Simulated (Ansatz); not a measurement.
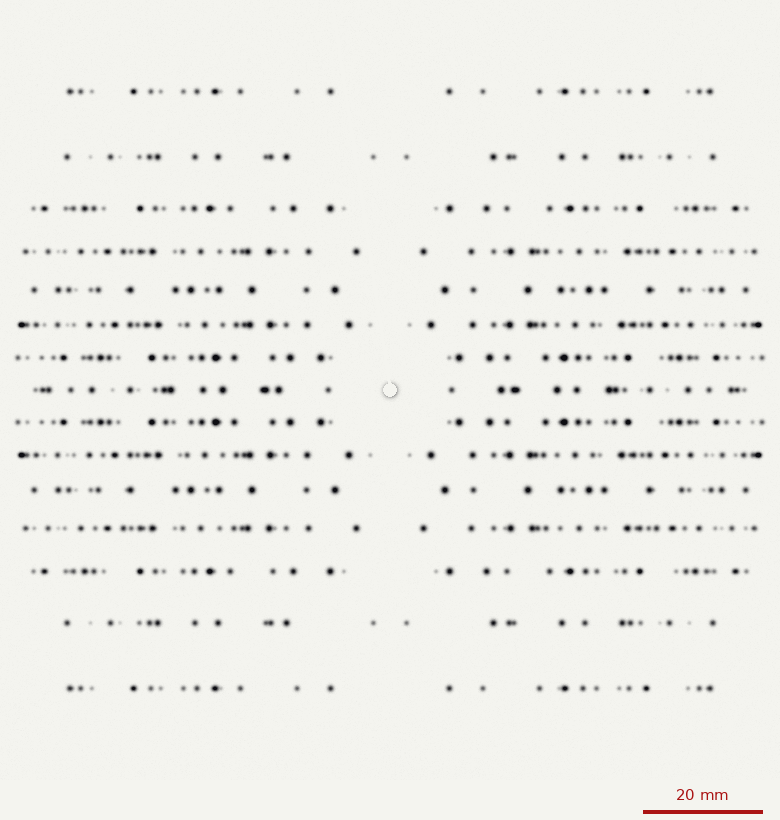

Simulated X-ray rotation photograph: Mo Kα radiation (λ = 0.7107 Å), cylindrical film of radius 57.3 mm unrolled, rotation axis vertical and normal to the beam, kinematic intensities without Lorentz or polarisation factors, the film spanning ±63° about the beam; spots down to d = 0.67 Å.

**What lattice repeat along the rotation axis do the layer lines give?**

The first layer line lies 5.4 mm from the equator, so tan ν = 0.095, sin ν = 0.094 and the period is λ/sin ν = 7.53 Å. Further lines follow at 11.0, 16.9, 23.4, 30.7, 39.4, 50.5 mm.

The crystal is Sb, space group R-3m (No. 166), a = 4.35 Å, c = 11.76 Å (hexagonal axes). Structure: the end point of a relaxation at fixed volume with DFT r2SCAN, scalar-relativistic, plane waves, PAW in Ansatz 0.2.0.

**About which axis was it rotated?**

About [210] (or an equivalent direction), whose length in the conventional cell is 7.528 Å.
